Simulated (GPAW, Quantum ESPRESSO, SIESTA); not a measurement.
# Forces in C(100)/AlN(10-10) interface (192 atoms), program by program

Aim: forces, pressure of C(100)/AlN(10-10) interface (192 atoms) at one geometry, from other programs and methods, against plane-wave PBE.

Results are calculated, not measured.

## Step 1: The cell

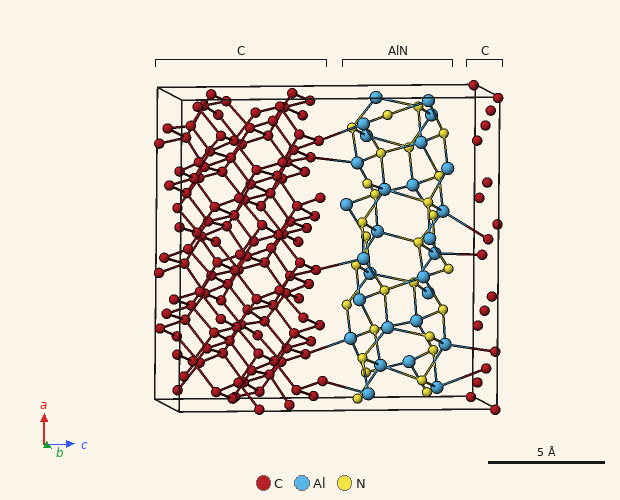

The cell (carbon red, aluminium blue, nitrogen yellow). Bonds to atoms that aren't drawn are left out. Some periodic images of atoms are drawn too.

The cell holds 192 atoms (136 C, 28 Al and 28 N), with edges of 13.62, 7.97 and 13.87 Å. Recipe: diamond-structure C(100), 4 repeat layers, 17 surface cells, strained +0.26 and -0.02 %; wurtzite AlN(10-10), 2 layers, 7 cells, -0.26 and +0.02 %; outer planes 1.98 Å apart and 2.06 Å at the second interface of the periodic stack; not relaxed, displaced by a Gaussian of 0.02 Å. Then every atom was moved at random, 0.05 Å r.m.s. a Cartesian component. The density is 3.07 g/cm³.

## Step 2: The reference input

Quantum ESPRESSO 7.5: Kohn-Sham DFT, PBE, SSSP efficiency 1.3.0 pseudopotentials, plane waves. Its input, pw.in:

```
&control
  calculation = 'scf'
  pseudo_dir = './pseudo'
  outdir = './tmp'
  disk_io = 'none'
  tprnfor = .true.
  tstress = .true.
/
&system
  ibrav = 0
  nat = 192
  ntyp = 3
  ecutwfc = 60
  ecutrho = 480
  nosym = .true.
  occupations = 'smearing'
  smearing = 'fd'
  degauss = 0.003675
/
&electrons
  conv_thr = 9.6e-07
  electron_maxstep = 100
  mixing_beta = 0.2
  mixing_mode = 'local-TF'
  diagonalization = 'david'
/
ATOMIC_SPECIES
C 12.011 C.upf
Al 26.982 Al.upf
N 14.007 N.upf
CELL_PARAMETERS angstrom
13.61860 0.00000 0.00000
0.54426 7.95561 0.00000
0.00000 0.00000 13.87303
ATOMIC_POSITIONS crystal
C 0.99767 0.00111 0.99425
C 0.84920 0.27100 0.06981
C 0.94860 0.20562 0.13003
C 0.91286 0.06079 0.18657
[... 186 atom lines left out ...]
Al 0.77006 0.92766 0.84342
N 0.65742 0.83097 0.79041
K_POINTS gamma
```

```console
$ OMP_NUM_THREADS=1 mpirun -np 4 pw.x -in pw.in > output.txt
```

Elapsed: 13 min, on 4 MPI ranks of Arm Neoverse V2, shared host; peak memory 8.2 GiB; 51 min of CPU time.

It converged with an r.m.s. force component of 2.1 eV/Å and a pressure of -2.2 GPa.

## Step 3: The other programs

- GPAW 26.7.0: PAW with atomic orbitals (LCAO), plane waves or a real-space grid of spacing h.
- SIESTA 5.4.2: numerical atomic orbitals, whose automatically made sets are far from complete, with PseudoDojo norm-conserving potentials that we converted to its format (checked against plane waves on the same files for H, C, O, Si, Ge and Ca alone); labels give functional, basis size, energy shift and mesh cutoff.

All use the same cell and atoms, and the electronic-structure runs the same k-mesh.

## Step 4: All runs compared

Differences are against the reference: forces as r.m.s. over components, share as that over the reference's r.m.s. force, slope as the fitted ratio of a run's forces to the reference's.

```
                                                run  Δ force, r.m.s. (meV/Å)  share (%)  slope  Δ pressure (GPa)  cores  CPU time  memory (GiB)
                                          reference                        -          -      -                 -      4    51 min           8.2
                       GPAW PBE, LCAO dzp, h 0.16 Å                      155       7.46  1.039                 -      4    47 min           6.1
                       GPAW PBE, LCAO dzp, h 0.18 Å                      156       7.50  1.039                 -      4    40 min           5.3
 GPAW PBE, LCAO dzp, h 0.18 Å, other mixer settings                      156       7.49  1.039                 -      4    40 min           5.2
                   GPAW PBE, grid h 0.24 Å (coarse)                      803       38.7  1.009                 -      4    21 min           2.5
                    GPAW revPBE, LCAO dzp, h 0.18 Å                      185       8.90  1.044                 -      4    41 min           5.3
SIESTA PBE, DZ, shift 0.01 Ry, mesh 500 Ry (coarse)                      367       17.7  1.104              9.77      4    12 min           3.0
       SIESTA PBE, DZP, shift 0.005 Ry, mesh 500 Ry                      205       9.88  1.054              4.53      4    68 min           6.6
        SIESTA PBE, DZP, shift 0.01 Ry, mesh 500 Ry                      192       9.25  1.054              4.62      4    43 min           5.2
```

Rows marked coarse were listed beforehand as settings not expected to be converged; some can still land near the reference.

Runs without a result: QE PBE+D3(BJ), sssp-1.3.0-efficiency, 60/480 Ry (cut off at its time limit).

CPU time is summed over cores on shared hosts, so it is rough.

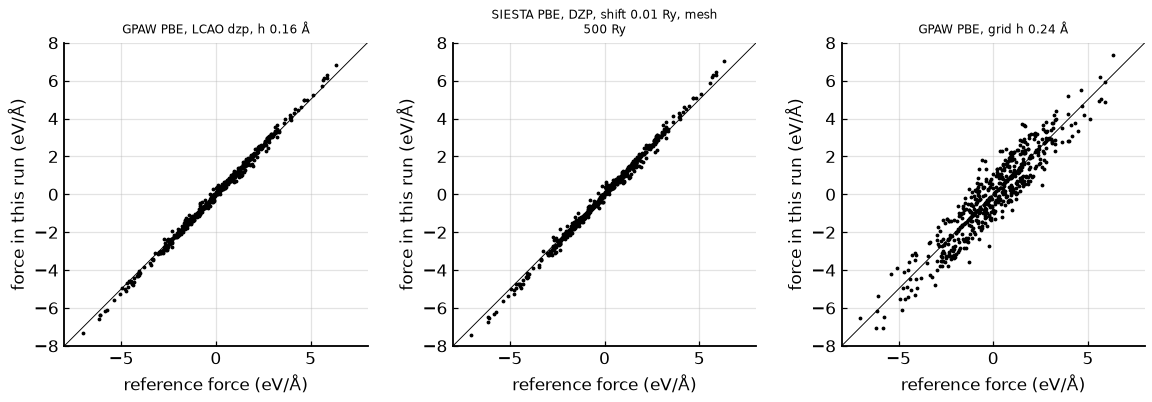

Force components against those of the reference; the line marks equality.

## Step 5: What came out

Forces lie from 7.5 % (GPAW PBE, LCAO dzp, h 0.16 Å) to 39 % (GPAW PBE, grid h 0.24 Å, coarse) of the reference's r.m.s. force of 2.1 eV/Å away from it. The PBE runs in local orbitals, coarse settings apart, differ by 7.5 % (GPAW PBE, LCAO dzp, h 0.16 Å) to 9.9 % (SIESTA PBE, DZP, shift 0.005 Ry, mesh 500 Ry); basis, grid and potentials can all enter. Rows with another functional or a dispersion term differ by 8.9 % (GPAW revPBE, LCAO dzp, h 0.18 Å), which mixes the change of model with differences of basis and potentials. Runs with settings chosen to be coarse differ by 18 % (SIESTA PBE, DZ, shift 0.01 Ry, mesh 500 Ry) to 39 % (GPAW PBE, grid h 0.24 Å), their programs' other errors included.

SIESTA PBE, DZ, shift 0.01 Ry, mesh 500 Ry stiffens the forces by a factor of 1.10 while following their directions (correlation 0.992); the slopes of the 3 SIESTA runs lie between 1.05 and 1.10. From GPAW PBE, LCAO dzp, h 0.18 Å to the finer GPAW PBE, LCAO dzp, h 0.16 Å the share goes from 7.50 to 7.46 %, so the grid isn't what parts these runs from the reference. Pressures at PBE, coarse settings apart, lie +4.53 to +4.62 GPa from the reference's.

Caveats: The reference's pressure holds the uncorrected Pulay stress of its 60 Ry basis, so small pressure differences may be the reference's own error. The reference's stress is far from hydrostatic: its diagonal is -2.0, 3.1, -7.7 GPa, compression counted positive. The host structure and its lattice constant were typed by rule, without a check against the phase diagram. The electronic-structure runs sample only Γ, in a cell whose shortest periodic width is 8 Å, which is coarse for a cell with partly filled levels. The reference's pressure of -2.2 GPa reflects the volume that the recipe set, positions that aren't this level's minimum and the coarse k-sampling. Where levels are smeared, the DFT runs use Fermi–Dirac occupations at 580 K (0.05 eV), and energies are free energies. The atoms were displaced at random, and shares hang on the size of the forces that this gives. The reference's cutoffs and mesh weren't converged further here.

[Logs are printed without paths, hosts, clocks, repeated set-up lines and the standing remarks that a program may print on its own settings, such as how far it seeks lower states.]

[Hosts, paths, dates, database ids (printed as entryN), source tags and the programs' standing remarks are cut or masked in the printed files.]

[Cells were taken only where this reference lay near another plane-wave run.]
